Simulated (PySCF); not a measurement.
C$_{2}$H$_{4}$O (SMILES C[C]O)

The calculation's input:

```
{"job": {"kind": "nmr", "xc": "PBE0", "basis": "pcSseg-1"}, "charge": 0, "multiplicity": 1}
C      0.492138    -0.956745     0.063590
C     -0.656142    -0.013766     0.056561
O      1.624058    -0.349061    -0.081384
H     -1.340906    -0.311208    -0.755286
H     -0.383625     1.062325    -0.058591
H     -1.230404    -0.154184     0.987335
H      1.533141     0.632253    -0.170109
```

Run with:

```sh
OMP_NUM_THREADS=1 python cluster_run.py task.json out
```

Geometry: PBE0-D3(BJ)/def2-SVP.

These are results of PBE0/pcSseg-1, SCF density, gas phase, non-relativistic in PySCF 2.14.0, not measurements.

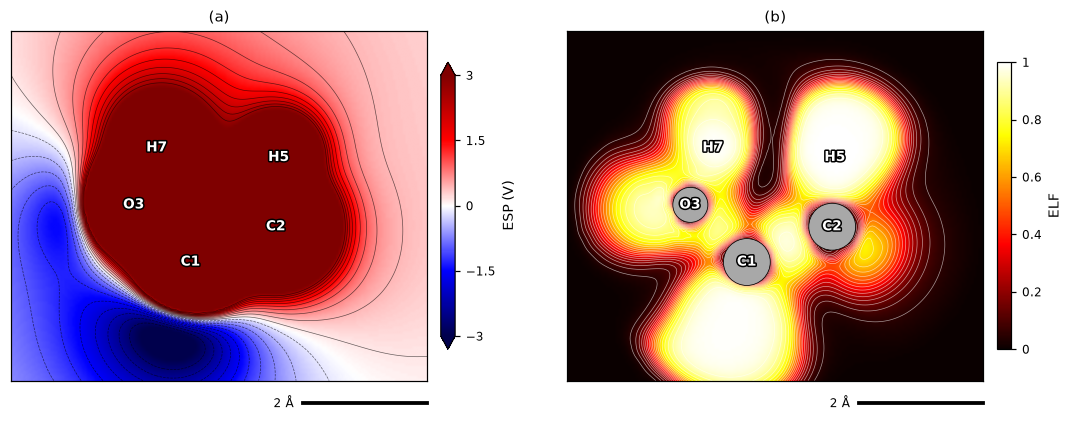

Figure 1. (a) electrostatic potential; (b) ELF on the plane of atoms C1, O3 and H7. Grey discs cover the atomic cores in the ELF map.

> Describe what can be read from this map.

The plane passes through C, O and H nuclei.
C–O (1.29 Å): the ELF peaks at about 0.90 between the atoms (a polar covalent bond).
C–C (1.49 Å): the ELF peaks at about 0.95 between the atoms: a shared electron pair.
O–H (0.99 Å): the ELF climbs to about 1 towards the hydrogen, as it does in any bond to H: a covalent bond by its length.
C–H (1.12 Å): the ELF climbs to about 1 towards the hydrogen (a covalent bond by its length).
The ELF also peaks beside C1 and O3, away from the bonds: lone-pair regions.
Outside the dense part of the molecule the potential is most negative (−3.4 V) near C1.

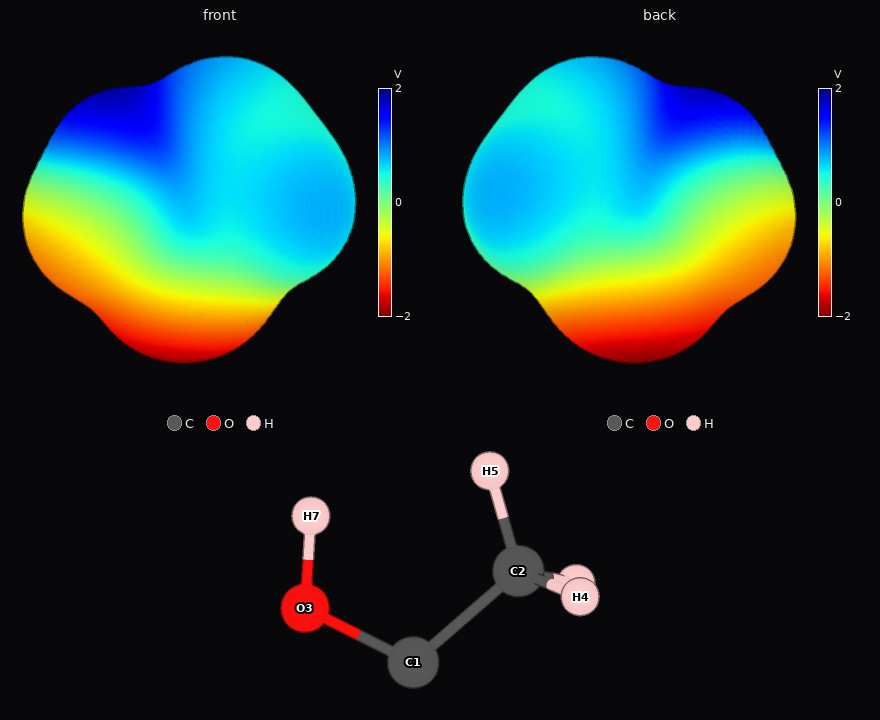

Figure 2. The molecular electrostatic potential painted on the density surface at 0.001 e/bohr³, seen from the front and from behind; red is negative and blue positive. The bare structure is drawn below in the same view.

> Which sites attract a positive test charge, and which a negative one?

A positive charge is drawn to the negative regions and a negative charge to the positive ones. The most negative region (about −1.9 V) lies over C1, the most positive (about +1.8 V) over H7.

> What dipole moment does the calculation give?

Its dipole moment is 3.21 D.

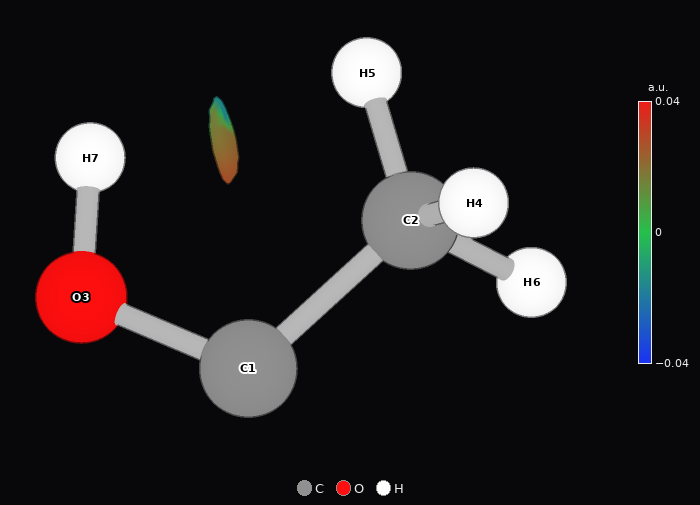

Figure 3. Non-covalent interaction (NCI) plot: the surface where the reduced density gradient is 0.5, for densities under 0.05 a.u., coloured by sign(λ₂)ρ; seen at a tilt.

> What holds or crowds the atoms apart from the covalent bonds?

Between H7 and O3 on one side and H5 and C2 on the other: a weak contact (green).
